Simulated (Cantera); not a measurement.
Feed: 1 mol SiH2Cl2, 0.93 mol C2H2, a varied amount of H2, 2.8 mol HCl, at 1700 K and 9.50 mbar.

These are equilibrium values from Cantera (NASA tables, ideal gas, pure condensed phases), not measurements of a reactor. Candidate condensed phases: C, C6H6, C7H8, C8H18, Si, SiC; 109 gas species. The tables' values for SiCl3 are old estimates; treat these amounts as uncertain. Kinetics and transport are ignored.

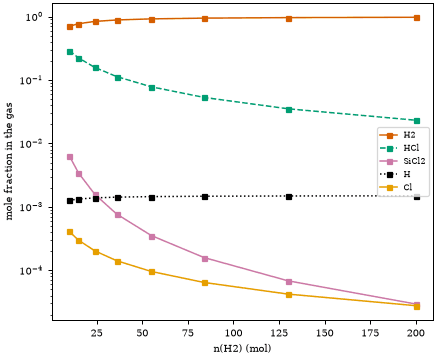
Figure: Equilibrium gas composition (values under 1e-9 drawn at 1e-9)

From 10 mol H2 to 200 mol H2 the condensed part is C(graphite) + SiC(s). The main Si-bearing gas is SiCl2 throughout. The share of Si in condensed phases is highest at 200 mol H2 (99.4 %) and lowest at 10 mol H2 (89.6 %).
